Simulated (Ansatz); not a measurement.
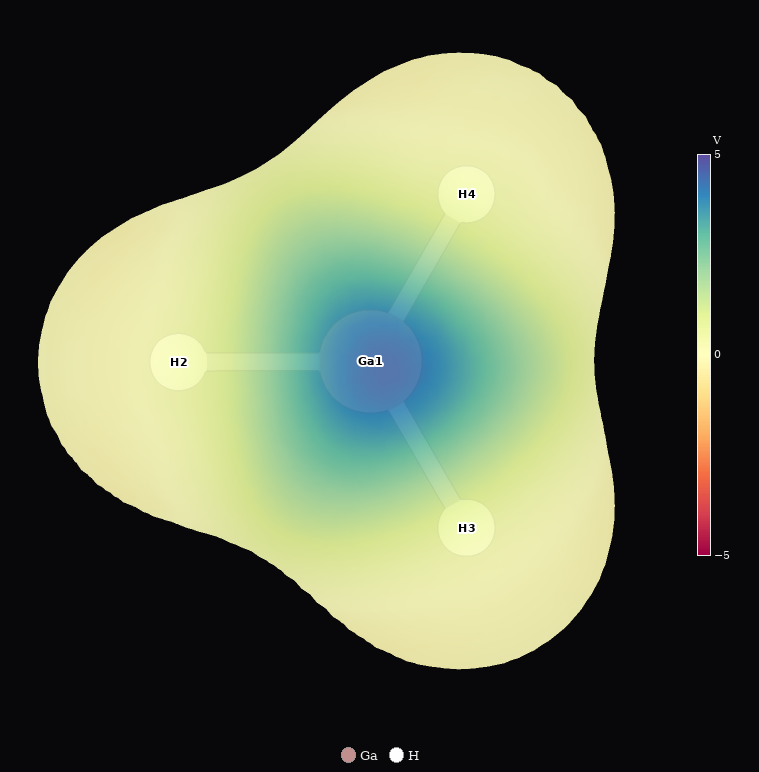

*GaH₃. The molecular electrostatic potential painted on the density surface at 0.004 e/bohr³, seen across its widest extent; the colour scale runs from red (negative) to blue (positive).*

Computed with Ansatz 0.2.0, RKS B3LYP-D4/def2-SVP.

Where is the surface potential most negative and most positive?

Answer. The most negative region (about −0.2 V) lies over H2, H3 and H4, the most positive (about +4.3 V, or +99 kcal/mol for a unit charge) over Ga1.
